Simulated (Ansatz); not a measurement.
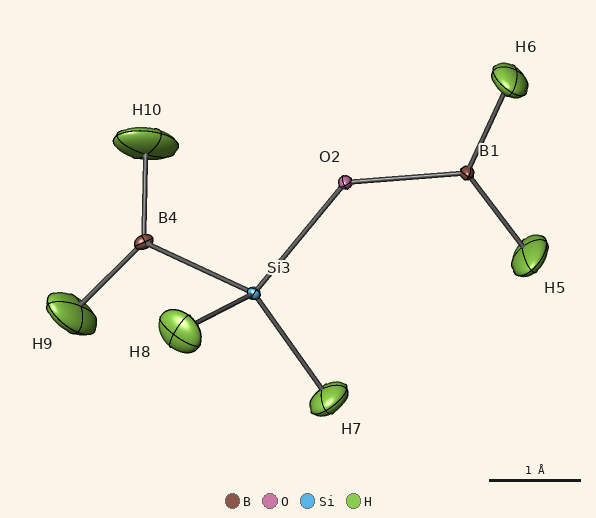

Displacement ellipsoids at the 50 % level, from the internal vibrations of the free molecule (harmonic, no overall translation or rotation; no half-axis is drawn under 0.075 Å). Vibrations computed with RKS PBE0-D4/def2-TZVP (Ansatz 0.2.0). Temperature: 0 K (zero-point motion alone).

Give the displacement parameters, one line for each set of equivalent atoms.

```json
{"atom": "B1", "U_eq (Å²)": "0.0037", "rms amplitudes (Å)": "0.032, 0.049, 0.087"}
{"atom": "O2", "U_eq (Å²)": "0.0030", "rms amplitudes (Å)": "0.031, 0.047, 0.075"}
{"atom": "Si3", "U_eq (Å²)": "0.00080", "rms amplitudes (Å)": "0.021, 0.025, 0.036"}
{"atom": "B4", "U_eq (Å²)": "0.0027", "rms amplitudes (Å)": "0.035, 0.044, 0.071"}
{"atom": "H5", "U_eq (Å²)": "0.0412", "rms amplitudes (Å)": "0.084, 0.155, 0.304"}
{"atom": "H6", "U_eq (Å²)": "0.0236", "rms amplitudes (Å)": "0.090, 0.141, 0.207"}
{"atom": "H7", "U_eq (Å²)": "0.0212", "rms amplitudes (Å)": "0.089, 0.154, 0.179"}
{"atom": "H8", "U_eq (Å²)": "0.0205", "rms amplitudes (Å)": "0.091, 0.145, 0.180"}
{"atom": "H9", "U_eq (Å²)": "0.0318", "rms amplitudes (Å)": "0.096, 0.168, 0.241"}
{"atom": "H10", "U_eq (Å²)": "0.0354", "rms amplitudes (Å)": "0.088, 0.179, 0.258"}
```
